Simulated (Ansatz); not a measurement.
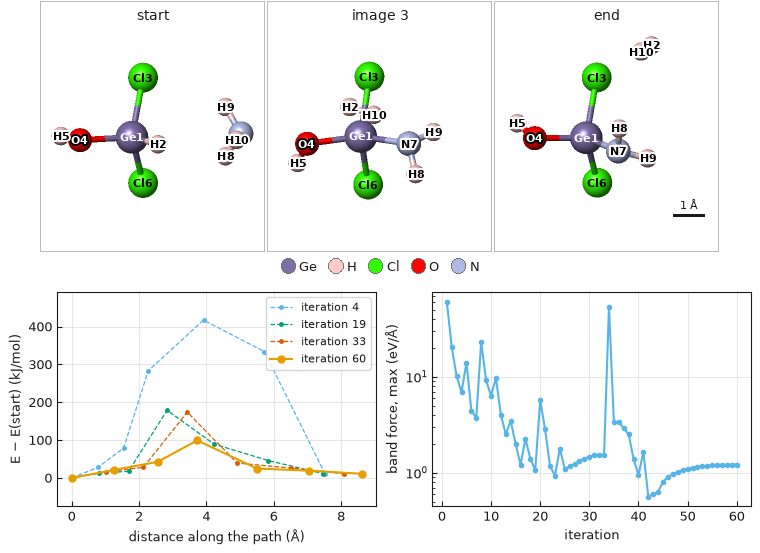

NEB run on GeNH5OCl2, made up at the start of GeH₂OCl₂ and NH3. Images are numbered from 0 (start) to 6 (end). The plot follows the band through its iterations. A ball-and-stick model, seen at a tilt.

Level of theory: Ansatz 0.2.0, RKS PBE/def2-SVP. Set-up: 5 movable images; climbing image; force threshold 0.03 eV/Å; iteration limit 60; optimiser L-BFGS; largest step 0.5 Å; starting path through a guess of the saddle point.

Judge this run.

Answer. The result isn't final. The band hadn't converged when the run stopped after 60 iterations. The largest component of the band force went from 61 to 1.2 eV/Å. The barrier read from it is provisional: over the last two iterations the highest image moved from 94.2 kJ/mol to 99.1 kJ/mol. The step length is far from the usual. The first iteration put the highest image at 1591.5 kJ/mol. The energy climbs by 99.1 kJ/mol to image 3 and then falls by 88.2 kJ/mol, so the end point sits at +11.0 kJ/mol.

Limits of the set-up: the start holds two separate molecules, 2.7 Å apart at their closest, whose relative position is a soft coordinate and is computed without a dispersion correction.
